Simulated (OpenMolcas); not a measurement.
# Single-point calculation of NF3 (part 2 of 2)

NF3; CISD/STO-3G, RHF (OpenMolcas 26.06). The geometry comes from this level: PBE0-D4/def2-TZVP.

Geometry of the input (Å):
```
F  0.6140  0.0003  1.0669
N  0.3534  -0.0741  -0.2662
F  -0.6363  -1.0065  -0.3122
F  -0.3311  1.0803  -0.4884
```

### The program's output, continued
```
      Symmetry species:              1
      Number of basis functions:    20
      Frozen orbitals:               4
      Deleted orbitals:              0
      Number of orbitals used:      16

       SYMMETRY  BASIS FUNCTIONS       ORBITALS      INTEGRALS   CPU(SEC)  I/O(SEC)
        1 1 1 1   20  20  20  20    16  16  16  16        9316       0.00      0.00

       TOTAL CPU TIME(SEC)    0.00TOTAL I/O TIME(SEC)    0.00

--- Stop Module: motra /rc=_RC_ALL_IS_WELL_ ---

--- Start Module: guga ---

                                               &GUGA

                       available to each process: 1.9 GB of memory, 1 thread

      ************************************************************************************************************************
      *                                                        Title:                                                        *
      *                                                 (No title was given)                                                 *
      ************************************************************************************************************************

      ALL SINGLE AND DOUBLE REPLACEMENTS

      NUMBER OF ELECTRONS IN CI        26
      TOTAL SPIN QUANTUM NUMBER      0.00

              ORBITALS PER SYMMETRY
                  1
      INACTIVE   13
      ACTIVE      0
      VALENCE     0
      CORE        0
      ONEOCC      0
  Number of vertices                   83                   75

      INTERNAL CONFIGURATIONS (FORMAL)

      NUMBER OF VALENCE STATES               1
      NUMBER OF DOUBLET COUPLED SINGLES     13
      NUMBER OF TRIPLET COUPLED DOUBLES     78
      NUMBER OF SINGLET COUPLED DOUBLES     91

      ONE CLOSED SHELL REFERENCE STATE
      WAVE-FUNCTION SYMMETRY LABEL:  1

      INTERNAL CONFIGURATIONS (REAL)

      NUMBER OF VALENCE STATES               1
      NUMBER OF DOUBLET COUPLED SINGLES     13
      NUMBER OF TRIPLET COUPLED DOUBLES     78
      NUMBER OF SINGLET COUPLED DOUBLES     91

      COEFFICIENTS FOR DIAG     2563
      TIME FOR DIAG                0

      COEFFICIENTS FOR ABCI      351
      MAXIMUM NUMBER OF ELEMENTS    25
      TIME FOR ABCI                0

      COEFFICIENTS FOR IJKL    63674
      TIME FOR IJKL                0

      COEFFICIENTS FOR AIBJ     6955
      DIFFERENT TYPES       78       91     2028     2366      936     1092      182
      TIME FOR AIBJ                0

      COEFFICIENTS FOR AIJK    14235
      TIME FOR AIJK                0

      COEFFICIENTS FOR IJ       2132

      COEFFICIENTS FOR AI        364
      TIME FOR ONEEL               0
--- Stop Module: guga /rc=_RC_ALL_IS_WELL_ ---

--- Start Module: cpf ---

                                                &CPF

                       available to each process: 1.9 GB of memory, 1 thread

      ************************************************************************************************************************
      *                                                        Title:                                                        *
      *                                                ( No title was given )                                                *
      ************************************************************************************************************************

      Cartesian coordinates in angstrom:
      -----------------------------------------------------
      No.  Label        X            Y            Z
      -----------------------------------------------------
       1   F1         0.61401000   0.00034000   1.06693000
       2   N2         0.35342000  -0.07415000  -0.26625000
       3   F3        -0.63628000  -1.00649000  -0.31224000
       4   F4        -0.33115000   1.08031000  -0.48844000
      -----------------------------------------------------
      Nuclear repulsion energy =  134.27605955

      This is an  S D C I  calculation

      ONE-ELECTRON BASIS:
      ----------------------------

      Symmetry species                                   1

      Orbitals pre-frozen in MOTRA               4       4
      Orbitals used by this program             16      16
      Pre-deleted in MOTRA                       0       0
      Sum: No. of basis functions               20      20

      ORBITAL SPECIFICATION:
      -------------------------------

      Orbitals frozen here                       0       0
      Inactive orbitals                         13      13
      Active orbitals                            0       0
      Additional valence orbitals                0       0
      Virtual orbitals                           3       3
      Orbitals deleted here                      0       0
      Sum: Total no. of orbitals                16      16

      WAVE FUNCTION SPECIFICATION:
      ----------------------------

      Number of electrons in CI                 26
      Internal orbitals in CI                   13
      External orbitals in CI                    3
      Number of irreps                           1
      Spin quantum number                      0.0
      State symmetry                             1

      REFERENCE STATE:
      ------------------------------

      Number of reference states                 1
      One closed shell reference state

      OPTIONS:
      --------

      Print parameter                            5
      Pulay diagonalization
      First order interacting space

      INTERNAL CONFIGURATIONS

      NUMBER OF VALENCE STATES               1
      NUMBER OF DOUBLET COUPLED SINGLES     13
      NUMBER OF TRIPLET COUPLED DOUBLES     78
      NUMBER OF SINGLET COUPLED DOUBLES     91

      FULL-SPACE CONFIGURATIONS (FORMAL)

      NUMBER OF VALENCE STATES               1
      NUMBER OF DOUBLET COUPLED SINGLES     39
      NUMBER OF TRIPLET COUPLED DOUBLES    234
      NUMBER OF SINGLET COUPLED DOUBLES    546

      FULL-SPACE CONFIGURATIONS (REAL)

      NUMBER OF VALENCE STATES               1
      NUMBER OF DOUBLET COUPLED SINGLES     39
      NUMBER OF TRIPLET COUPLED DOUBLES    234
      NUMBER OF SINGLET COUPLED DOUBLES    546

      FORMAL NUMBER OF CONFIGURATIONS     820
        REAL NUMBER OF CONFIGURATIONS     820
  NUMBER OF TWO-ELECTRON INTEGRALS:                 9316

      STATISTICS FOR INTEGRALS, FIRST ENTRY 10**3-10**4

               0         0         0         0       156
            2607      3328      1244       567       791
             443        91        24         0         0
               0         0         0         0         0

      REFERENCE ENERGY     -347.75210061
  ITER      TOTAL ENERGY          CORR ENERGY           DECREASE
   1        -347.75210061           0.00000000        -347.75210061
   2        -347.87721053          -0.12510992          -0.12510992
   3        -347.88421915          -0.13211853          -0.00700861
   4        -347.88517642          -0.13307580          -0.00095727
   5        -347.88538706          -0.13328645          -0.00021065
   6        -347.88544169          -0.13334107          -0.00005462
   7        -347.88546217          -0.13336155          -0.00002048
   8        -347.88546313          -0.13336251          -0.00000096

     CALCULATION CONVERGED

     FINAL CI ENERGY          -347.88546313
     FINAL CORRELATION ENERGY   -0.13336251  REFERENCE ENERGY    -347.75210061
     DAVIDSON CORR. ENERGY    -347.89650643
     DAVIDSON CORRECTION        -0.01104331  C0 =     0.961003
     SUM OF SQUARED CPX(BAR)    0.0765

     FIRST ORDER RELATIVISTIC CORRECTIONS
     MASS-VELOCITY               0.00000000
     1-EL DARWIN CONTACT         0.00000000
     TOTAL REL. CORRECTION       0.00000000
     REL. CI ENERGY           -347.88546313
     REL. CI+Q ENERGY         -347.89650643

      PRINTOUT OF CI-COEFFICIENTS LARGER THAN      0.05

      CONFIGURATION      1   COEFFICIENT  0.961003   REFERENCE

      ORBITALS       0  0  1  2  3  4  5  6  7  8  9 10 11 12 13
      OCCUPATION     0  0  2  2  2  2  2  2  2  2  2  2  2  2  2
      SPIN-COUPLING  0  0  3  3  3  3  3  3  3  3  3  3  3  3  3
      SYMMETRY       0  0  1  1  1  1  1  1  1  1  1  1  1  1  1

++    Molecular orbitals:
      -------------------

      Title:  SDCI natural orbitals

      Molecular orbitals for symmetry species 1: a

          Orbital            1         2         3         4         5         6         7         8         9        10
          Occ. No.          2.0000    2.0000    2.0000    2.0000    1.9995    1.9994    1.9994    1.9985    1.9980    1.9980

        1 F1     1s         0.5801   -0.6489   -0.4819    0.0005   -0.1457    0.0596    0.2021    0.0105   -0.0063   -0.0107
        2 F1     1s         0.0128   -0.0139   -0.0103   -0.0039    0.5606   -0.2312   -0.7841   -0.0336    0.0252    0.0426
        3 F1     2px       -0.0004    0.0003    0.0002    0.0007   -0.0630   -0.0131   -0.0951   -0.4600   -0.3477   -0.6636
        4 F1     2py       -0.0001    0.0001   -0.0000    0.0001    0.0143    0.0967   -0.0198    0.0774    0.2942   -0.0349
        5 F1     2pz       -0.0016    0.0014    0.0010    0.0025    0.0607   -0.0267   -0.0612    0.1204    0.0434    0.1180
        6 N2     1s         0.0008   -0.0000    0.0000    0.9942   -0.0405    0.0000    0.0000    0.0871    0.0000   -0.0000
        7 N2     1s        -0.0058    0.0001   -0.0002    0.0250    0.0917   -0.0000   -0.0000   -0.3304   -0.0001    0.0000
        8 N2     2px        0.0022    0.0014    0.0019   -0.0033   -0.0034   -0.0011   -0.0219   -0.2415   -0.0043   -0.0043
        9 N2     2py       -0.0006   -0.0023    0.0028    0.0007    0.0007    0.0338   -0.0092    0.0507   -0.0082    0.0051
       10 N2     2pz       -0.0017    0.0026    0.0015    0.0025    0.0026   -0.0109   -0.0264    0.1820   -0.0033   -0.0072
       11 F3     1s         0.5433   -0.1260    0.8238    0.0005   -0.1458    0.1452   -0.1526    0.0105    0.0124   -0.0002
       12 F3     1s         0.0120   -0.0027    0.0176   -0.0039    0.5608   -0.5635    0.5921   -0.0336   -0.0495    0.0006
       13 F3     2px        0.0011   -0.0003    0.0013   -0.0018   -0.0738   -0.0201   -0.0435   -0.2753    0.3898    0.1182
       14 F3     2py        0.0011   -0.0001    0.0013   -0.0019    0.0056    0.1051   -0.0366    0.2264   -0.4110   -0.1355
       15 F3     2pz        0.0001   -0.0001    0.0000   -0.0003    0.0487   -0.0132   -0.0926    0.3245   -0.5178    0.2080
       16 F4     1s         0.5983    0.7435   -0.2809    0.0005   -0.1458   -0.2048   -0.0494    0.0105   -0.0061    0.0108
       17 F4     1s         0.0132    0.0159   -0.0060   -0.0039    0.5609    0.7945    0.1917   -0.0336    0.0242   -0.0431
       18 F4     2px        0.0008    0.0008   -0.0004   -0.0011   -0.0712    0.0233   -0.0550   -0.3202   -0.0918    0.4946
       19 F4     2py       -0.0014   -0.0014    0.0005    0.0023    0.0237    0.0977   -0.0253   -0.0822    0.0204    0.2303
       20 F4     2pz        0.0003    0.0002   -0.0002   -0.0006    0.0472   -0.0565   -0.0806    0.3503    0.4359   -0.4104

          Orbital           11        12        13        14        15        16        17        18        19        20
          Occ. No.          1.9971    1.9960    1.9960    1.9921    1.9648    1.9584    1.9584    0.0487    0.0479    0.0479

        1 F1     1s         0.0000    0.0354    0.0273   -0.0423   -0.0068    0.0021    0.0016   -0.0445    0.0298    0.0428
        2 F1     1s        -0.0001   -0.1542   -0.1190    0.2178    0.0684   -0.0559   -0.0428    0.2619   -0.1755   -0.2520
        3 F1     2px       -0.0843    0.1423    0.2429    0.2609   -0.0858   -0.1091   -0.1062   -0.2103   -0.0045    0.0401
        4 F1     2py       -0.5756   -0.4710    0.5465   -0.0358    0.0421    0.0540   -0.1132   -0.0125   -0.1264    0.1470
        5 F1     2pz        0.0486    0.0284   -0.0549    0.0261    0.3494   -0.4588   -0.3382   -0.5012    0.3758    0.5123
        6 N2     1s        -0.0000    0.0000   -0.0000    0.2252    0.0286   -0.0000    0.0000    0.1457   -0.0007    0.0002
        7 N2     1s        -0.0000   -0.0001    0.0002   -0.8973   -0.0287    0.0000   -0.0000   -0.7484    0.0034   -0.0011
        8 N2     2px       -0.0000    0.0699    0.0869   -0.1849    0.5646    0.2093    0.2587    0.5540    0.4401    0.3969
        9 N2     2py       -0.0000   -0.1119    0.1391    0.0388   -0.1187   -0.3323    0.4161   -0.1117    0.7718   -0.5563
       10 N2     2pz        0.0000    0.1239    0.0765    0.1393   -0.4255    0.3706    0.2270   -0.4156    0.3745    0.6801
       11 F3     1s         0.0000    0.0059   -0.0443   -0.0423   -0.0068    0.0003   -0.0026   -0.0448   -0.0517    0.0041
       12 F3     1s        -0.0000   -0.0259    0.1930    0.2178    0.0683   -0.0091    0.0698    0.2637    0.3045   -0.0244
       13 F3     2px       -0.2605    0.3380   -0.0649    0.0789   -0.3184   -0.0022   -0.4117    0.3321    0.4970   -0.1252
       14 F3     2py        0.2977   -0.3912    0.1103   -0.1825   -0.1451    0.1180   -0.4124    0.4248    0.3880    0.0664
       15 F3     2pz       -0.4289    0.5085    0.2484   -0.1747    0.0926   -0.0846   -0.0582    0.0934   -0.0534   -0.1358
       16 F4     1s        -0.0000   -0.0413    0.0170   -0.0423   -0.0068   -0.0024    0.0010   -0.0444    0.0225   -0.0471
       17 F4     1s         0.0000    0.1801   -0.0741    0.2178    0.0684    0.0650   -0.0270    0.2613   -0.1326    0.2775
       18 F4     2px        0.3450    0.0288    0.4549    0.1233   -0.2618   -0.2788    0.0361    0.1964   -0.2635    0.2918
       19 F4     2py        0.2777    0.0471    0.3565    0.1213    0.2432    0.4473   -0.2498   -0.4767    0.1402   -0.5031
       20 F4     2pz        0.3803    0.3658    0.3644   -0.2003    0.0599   -0.1470   -0.0267    0.1690   -0.1273   -0.0223
--

++    Molecular charges:
      ------------------

      Mulliken charges per centre and basis function type
      ---------------------------------------------------

                F1      N2      F3      F4
      1s       3.9602  3.6874  3.9602  3.9602
      2px      1.9448  1.2253  1.5342  1.7583
      2pz      1.1853  1.0707  1.9636  1.9453
      2py      1.9540  0.8836  1.5864  1.3806
      Total    9.0443  6.8670  9.0443  9.0443

      N-E     -0.0443  0.1330 -0.0443 -0.0443

      Total electronic charge=   34.000000

      Total            charge=    0.000000
--

++    Molecular properties:
      ---------------------

      Dipole Moment (debye):
      Origin of the operator (angstrom)=   -0.0249    0.0052    0.0187
                   X= -4.2449E-01               Y=  8.9100E-02               Z=  3.1981E-01           Total=  5.3889E-01
      Quadrupole Moment (debye*angstrom):
      Origin of the operator (angstrom)=   -0.0249    0.0052    0.0187
                  XX= -1.7478E+01              XY=  7.1244E-02              XZ=  2.5568E-01              YY= -1.7154E+01
                  YZ= -5.3668E-02              ZZ= -1.7331E+01
      In traceless form (debye*angstrom)
                  XX= -2.3559E-01              XY=  1.0687E-01              XZ=  3.8352E-01              YY=  2.5107E-01
                  YZ= -8.0501E-02              ZZ= -1.5473E-02
--

--- Stop Module: cpf /rc=_RC_ALL_IS_WELL_ ---

.##################.
.# Happy landing! #.
.##################.

    Timing: Wall=1.82 User=1.18 System=0.36
```

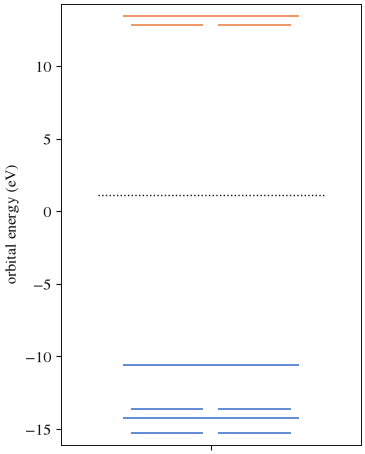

Orbital energies near the frontier (SCF reference); the dotted line parts filled from empty levels, and levels within 0.02 eV of each other stand side by side. Highest filled −10.60 eV, lowest empty 12.82 eV, 23.42 eV apart.
